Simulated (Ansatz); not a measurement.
## Work function of Pd(110): what the settings cost and change

Aim: the numerical settings behind the work function of Pd(110), with the cost of each.

Method: plane-wave DFT, PBE, Ansatz PAW, in Ansatz 0.2.0.

The experiments to compare with:

For Pd (clean (110) face, a compiled value), “Anisotropic work function of elemental crystals” (2019, arxiv:1902.07811) quotes earlier work: work function (clean (110) face, a compiled value) 5.07 eV.

Report form: the programs' logs are mostly left out.

**1. Set-up**

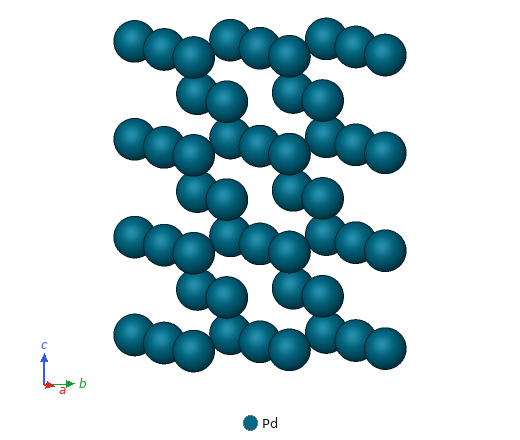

The cell as given, from the side, with the c axis up (palladium blue). 2×2×1 cells are drawn. Some periodic images of atoms are drawn too.

The cell holds 7 atoms: 7 Pd. Cell: a = 3.890 Å, b = 2.751 Å, c = 26.252 Å, α = 90.0°, β = 90.0°, γ = 90.0°. Vacuum lies along c.

**2. Slab, setting cutoff 200 eV**

A work function rests on the faint tail of the density, so the SCF threshold is tight. The cutoff is raised first; then mesh and smearing are varied at the default cutoff.

The input, input.yaml:

```yaml
crystal:
  lattice:
    - [3.89, 0.0, 0.0]
    - [0.0, 2.7506453788, 0.0]
    - [0.0, 0.0, 26.2519361364]
  atoms:
    - { symbol: Pd, position: [0.0, 0.0, 0.3428318564] }
    - { symbol: Pd, position: [0.5, 0.5, 0.3952212376] }
    - { symbol: Pd, position: [0.0, 0.0, 0.4476106188] }
    - { symbol: Pd, position: [0.5, 0.5, 0.5] }
    - { symbol: Pd, position: [0.0, 0.0, 0.5523893812] }
    - { symbol: Pd, position: [0.5, 0.5, 0.6047787624] }
    - { symbol: Pd, position: [0.0, 0.0, 0.6571681436] }
kpoints:
  mp_grid: { grid: [11, 15, 1] }
hamiltonian:
  xc: pbe
scf:
  occupations: { method: fermi_dirac, width: 0.1 }
  convergence: { dr2_threshold: 1.0e-09 }
efield:
  axis: 3
  dipole_correction: true
  ramp_position: 0.97
  ramp_width: 0.06
basis:
  ecutwfc: "200 eV"
output:
  write_potential: true
  write_density: true
  volumetric_format: npy
  elf: true
```

The run is started by

```bash
ansatz run input.yaml --threads 2 --pin off --max-ram 3072MiB --backend cpu --events-out ev --progress --plain --runs-dir out
```

Wall time 28 s (2 threads of Intel Xeon 6975P-C (Granite Rapids), shared host); peak memory 0.64 GiB.

This step gave:

* energy at zero smearing: -48723.0018 eV
* work function, upper face: 5.582 eV

Running mean over 1.375 Å of the planar mean; the ramp of the sawtooth is left out. Electron's electrostatic potential energy less the Fermi level against z:

| z (Å) | electron's electrostatic potential energy less the Fermi level (eV) |
| --- | --- |
| 4 | 5.46 |
| 5 | 5.38 |
| 6 | 5.25 |
| 7 | 4.89 |
| 8 | 1.25 |
| 9 | -6.99 |
| 10 | -8.13 |
| 11 | -8.30 |
| 12 | -8.33 |
| 13 | -8.33 |
| 14 | -8.34 |
| 15 | -8.32 |
| 16 | -8.19 |
| 17 | -7.68 |
| 18 | -1.14 |
| 19 | 4.61 |
| 20 | 5.20 |
| 21 | 5.35 |
| 22 | 5.45 |
| 23 | 5.51 |

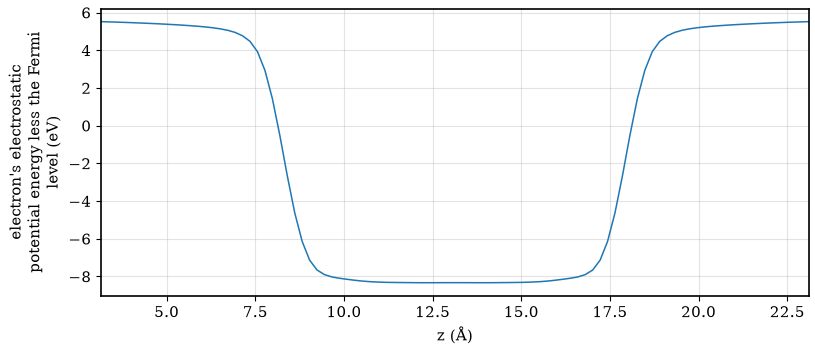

Electron's electrostatic potential energy less the Fermi level against z.

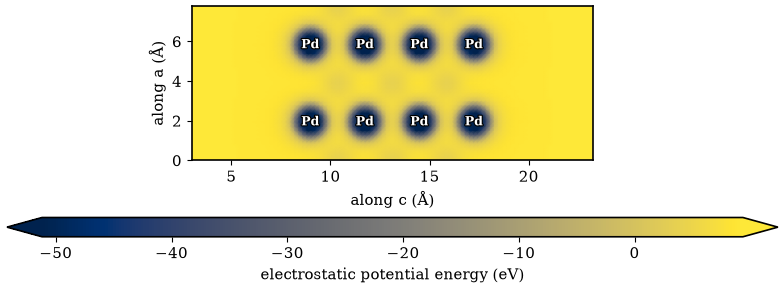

Electrostatic potential energy in the ca plane at fractional y = 0.000, with atoms of Pd within 0.2 Å of it. With pseudopotentials it is smooth inside the atoms' cores, unlike the true potential. The map starts off the cell's origin, so that atoms lie inside it. The far vacuum is left out of the map.

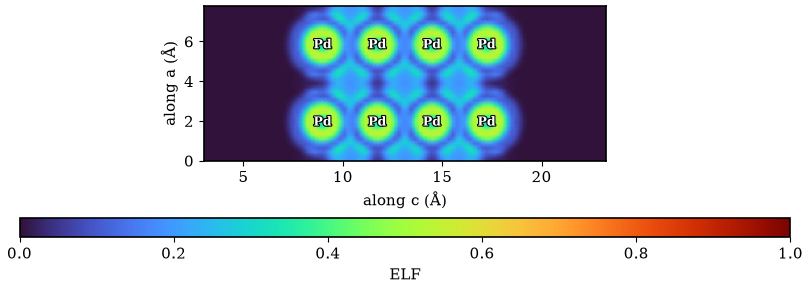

ELF in the ca plane at fractional y = 0.000, with atoms of Pd within 0.2 Å of it. It is the smooth field of the valence electrons, not physical close to the nuclei. The map starts off the cell's origin, so that atoms lie inside it. The far vacuum is left out of the map.

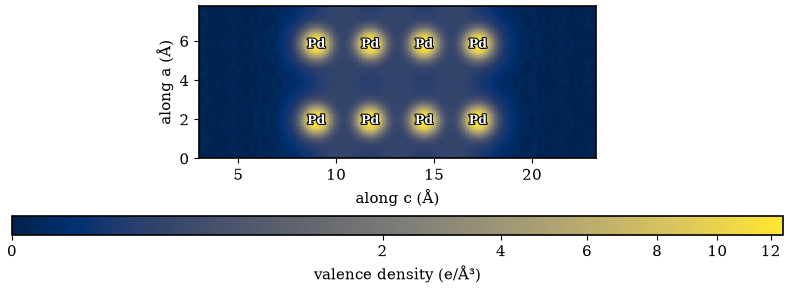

Valence density in the ca plane at fractional y = 0.000, with atoms of Pd within 0.2 Å of it. It is the smooth field of the valence electrons, not physical close to the nuclei. The map starts off the cell's origin, so that atoms lie inside it. The colour scale is stretched toward low values. The far vacuum is left out of the map.

The work function is 5.582 eV. The program marks this work function as in doubt.

**3. Slab**

input.yaml, as its differences from that of step 2:

```diff
@@ -26,3 +26,3 @@
 basis:
-  ecutwfc: "200 eV"
+  ecutwfc: "300 eV"
 output:
@@ -31,2 +31 @@
   volumetric_format: npy
-  elf: true
```

It took 56 s on 2 threads; peak memory 0.89 GiB; 1.7 min of CPU time.

The work function is 4.847 eV, -0.735 eV from the run “cutoff 200 eV”, at 1.9 times its CPU time.

**4. Run**

input.yaml, as its differences from that of step 3:

```diff
@@ -26,3 +26,3 @@
 basis:
-  ecutwfc: "300 eV"
+  ecutwfc: "420 eV"
 output:
```

Wall time 88 s (2 threads); peak memory 1.3 GiB.

The work function is 4.836 eV, -0.746 eV from the run “cutoff 200 eV”, at 3.1 times its CPU time.

**5. Slab**

input.yaml, as its differences from that of step 4:

```diff
@@ -26,3 +26,3 @@
 basis:
-  ecutwfc: "420 eV"
+  ecutwfc: "600 eV"
 output:
```

Elapsed: 2.5 min, on 2 threads; peak memory 1.9 GiB.

The work function is 4.836 eV, -0.000 eV from the run “cutoff 420 eV”, at 1.7 times its CPU time.

**6. Slab**

input.yaml, as its differences from that of step 5:

```diff
@@ -14,3 +14,3 @@
 kpoints:
-  mp_grid: { grid: [11, 15, 1] }
+  mp_grid: { grid: [2, 3, 1] }
 hamiltonian:
@@ -25,4 +25,2 @@
   ramp_width: 0.06
-basis:
-  ecutwfc: "600 eV"
 output:
```

Wall time 7.8 s (2 threads); peak memory 0.55 GiB.

The work function is 4.701 eV, -0.135 eV from the run “cutoff 420 eV”, at 0.072 times its CPU time.

**7. Run**

input.yaml, as its differences from that of step 6:

```diff
@@ -14,3 +14,3 @@
 kpoints:
-  mp_grid: { grid: [2, 3, 1] }
+  mp_grid: { grid: [4, 5, 1] }
 hamiltonian:
```

Elapsed: 17 s, on 2 threads; peak memory 0.64 GiB.

The work function is 4.801 eV, -0.035 eV from the run “cutoff 420 eV”, at 0.19 times its CPU time.

**8. Run**

input.yaml, as its differences from that of step 7:

```diff
@@ -14,3 +14,3 @@
 kpoints:
-  mp_grid: { grid: [4, 5, 1] }
+  mp_grid: { grid: [7, 10, 1] }
 hamiltonian:
```

Wall time 40 s (2 threads); peak memory 0.87 GiB.

The work function is 4.846 eV, +0.009 eV from the run “cutoff 420 eV”, at 0.45 times its CPU time.

**9. Run**

input.yaml, as its differences from that of step 8:

```diff
@@ -14,3 +14,3 @@
 kpoints:
-  mp_grid: { grid: [7, 10, 1] }
+  mp_grid: { grid: [16, 22, 1] }
 hamiltonian:
```

The job ended after 3 min (2 threads; peak memory 2.2 GiB).

The work function is 4.837 eV, +0.001 eV from the run “cutoff 420 eV”, at 2.1 times its CPU time.

**10. Run**

input.yaml, as its differences from that of step 9:

```diff
@@ -14,3 +14,3 @@
 kpoints:
-  mp_grid: { grid: [16, 22, 1] }
+  mp_grid: { grid: [11, 15, 1] }
 hamiltonian:
@@ -18,3 +18,3 @@
 scf:
-  occupations: { method: fermi_dirac, width: 0.1 }
+  occupations: { method: gaussian, width: 0.05 }
   convergence: { dr2_threshold: 1.0e-09 }
```

Elapsed: 87 s, on 2 threads; peak memory 1.3 GiB.

The work function is 4.886 eV, +0.049 eV from the run “cutoff 420 eV”, at 1.0 times its CPU time.

**11. Slab**

input.yaml, as its differences from that of step 10:

```diff
@@ -18,3 +18,3 @@
 scf:
-  occupations: { method: gaussian, width: 0.05 }
+  occupations: { method: methfessel_paxton, width: 0.2 }
   convergence: { dr2_threshold: 1.0e-09 }
```

Elapsed: 82 s, on 2 threads; peak memory 1.3 GiB.

The work function is 4.879 eV, +0.043 eV from the run “cutoff 420 eV”, at 0.97 times its CPU time.

**12. Slab**

input.yaml, as its differences from that of step 11:

```diff
@@ -18,3 +18,3 @@
 scf:
-  occupations: { method: methfessel_paxton, width: 0.2 }
+  occupations: { method: fermi_dirac, width: 0.3 }
   convergence: { dr2_threshold: 1.0e-09 }
```

The job ended after 94 s (2 threads; peak memory 1.4 GiB; 3.1 min of CPU time).

The work function is 4.717 eV, -0.119 eV from the run “cutoff 420 eV”, at 1.1 times its CPU time.

**13. Run**

input.yaml, as its differences from that of step 12:

```diff
@@ -18,3 +18,3 @@
 scf:
-  occupations: { method: fermi_dirac, width: 0.3 }
+  occupations: { method: cold, width: 0.1 }
   convergence: { dr2_threshold: 1.0e-09 }
```

Run time: 77 s. Hardware: 2 threads; peak memory 1.3 GiB; 2.5 min of CPU time.

The work function is 4.885 eV, +0.049 eV from the run “cutoff 420 eV”, at 0.91 times its CPU time.

**14. Comparing the runs**

Times are for 2 threads of Intel Xeon 6975P-C (Granite Rapids), shared host. The runs compared:

| no. | setting | work function, upper face (eV) | time | memory (GiB) |
| --- | --- | --- | --- | --- |
| 1 | cutoff 200 eV | 5.582 | 28 s | 0.64 |
| 2 | cutoff 300 eV | 4.847 | 56 s | 0.89 |
| 3 | cutoff 420 eV | 4.836 | 88 s | 1.3 |
| 4 | cutoff 600 eV | 4.836 | 2.5 min | 1.9 |
| 5 | mesh 2x3 | 4.701 | 7.8 s | 0.55 |
| 6 | mesh 4x5 | 4.801 | 17 s | 0.64 |
| 7 | mesh 7x10 | 4.846 | 40 s | 0.87 |
| 8 | mesh 16x22 | 4.837 | 3 min | 2.2 |
| 9 | Gaussian smearing 0.05 eV | 4.886 | 87 s | 1.3 |
| 10 | methfessel_paxton smearing 0.2 eV | 4.879 | 82 s | 1.3 |
| 11 | fermi_dirac smearing 0.3 eV | 4.717 | 94 s | 1.4 |
| 12 | cold smearing 0.1 eV | 4.885 | 77 s | 1.3 |

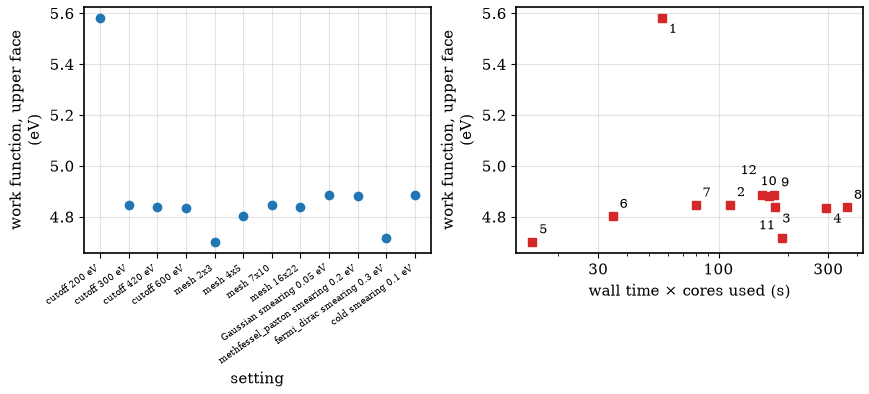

The series as plots; the last panel sets the first result against cost, with the runs numbered as in the table.

**15. A changed input**

An input spoilt on purpose, to show how the run answers: it repeats the earlier run “cutoff 200 eV” with efield.axis from 3 to 0, and scf.max_iter set to 100; its output block differs too.

input.yaml, as its differences from that of step 13:

```diff
@@ -18,6 +18,7 @@
 scf:
-  occupations: { method: cold, width: 0.1 }
+  occupations: { method: fermi_dirac, width: 0.1 }
   convergence: { dr2_threshold: 1.0e-09 }
+  max_iter: 100
 efield:
-  axis: 3
+  axis: 0
   dipole_correction: true
@@ -25,2 +26,4 @@
   ramp_width: 0.06
+basis:
+  ecutwfc: "200 eV"
 output:
```

It took 0.03 s on 2 threads; peak memory 0.06 GiB.

The program refused the input before any cycle.

The program's message: “Error: invalid value for `efield.axis`: must be in [1, 3]; got 0”

The fault put into the input: an axis of 0, outside the range 1 to 3.

**16. Results**

```json
{
 "work function, cutoff 200 eV": "5.582 eV",
 "work function, cutoff 420 eV": "4.836 eV",
 "work function, cutoff 600 eV": "4.836 eV",
 "work function, mesh 2x3": "4.701 eV"
}
```

In words: The run at the highest cutoff gives 4.84 eV, and the settings tried spread the value from 4.70 to 5.58 eV. Against 600 eV, a cutoff of 200 eV is off by +0.746 eV. Against 600 eV, a cutoff of 420 eV is off by +0.000 eV. Against the finest mesh, 16 points along a, the coarser ones are off by -0.14 (2), -0.04 (4) and +0.01 (7) eV. The smearing schemes and widths spread it over 0.17 eV. The program marks the value as in doubt in “cutoff 200 eV”. The ladder's slabs use the tabulated experimental lattice constant (two decimals; a low-temperature value for the alkali metals). In 1 run of the series (cutoff 200 eV) the program warns that electrons reach the sawtooth's ramp, which makes dipole and work function less sure.

Comparison with the measured values:

| quantity | measured | cutoff 600 eV |
| --- | --- | --- |
| work function (clean (110) face, a compiled value) (eV) | 5.07 | 4.84 (-0.23 eV) |

Measured values from arxiv:1902.07811 (2019).

How well it matches: The work function is off by -0.23 eV: fair agreement. The grades are ours: good and fair within 3 and 7 % for the work function. No cell relaxation is part of this session.

[Logs are printed without paths, hosts, clocks, repeated set-up lines and the standing remarks that a program may print on its own settings, such as how far it seeks lower states.]

[Hosts, paths, dates, database ids (printed as entryN), source tags and the programs' standing remarks are cut or masked in the printed files.]

[Maps of the electrostatic potential energy from Ansatz leave out the sawtooth potential of an applied field or a dipole correction, so their vacuum need not be flat; planar profiles and work functions include it.]
